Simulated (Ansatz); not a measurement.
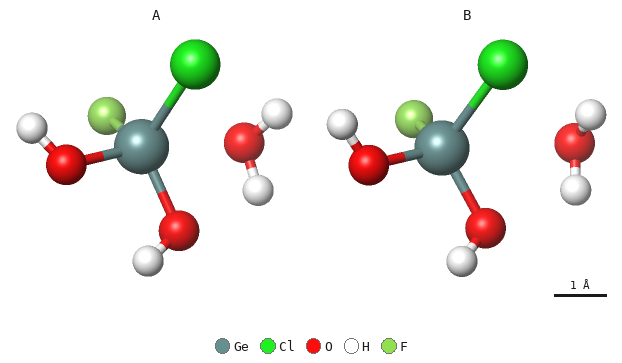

Two geometries of GeH$_{4}$O$_{3}$ClF, drawn at one scale. One is the start of a relaxation, the other its converged end. The picture is a ball-and-stick view, seen at a tilt.

Computed with RKS B3LYP-D4/def2-SVP (Ansatz). Settings: no spin polarisation; force threshold 0.03 eV/Å; at most 50 steps.

Which one is relaxed?

Answer. Structure A is the relaxed one. The run prepares an end point of a later path (reaction) calculation, from a guessed geometry. The largest move after the best rigid fit is that of an O atom, 0.41 Å. Largest moves by element: O 0.41 Å, H 0.31 Å, Ge 0.21 Å, Cl 0.15 Å, F 0.11 Å. Among the contacts that change: Ge–O 2.964 → 2.391 Å, Cl–Ge 2.200 → 2.174 Å, Ge–O 1.759 → 1.776 Å, H–O 0.984 → 0.969 Å. Among the angles between lasting bonds that change: F–Ge–O 108.7° → 102.6°, O–Ge–O 103.8° → 97.9°, O–Ge–F 113.6° → 119.5°. Groups turn about Ge–O by about 20°. The energy falls by 10.7 kJ/mol in 15 accepted moves (17 points after the start). The largest force component goes from 0.72 to 0.023 eV/Å. The line search rejected the trial steps at points 1, 7 of the run.
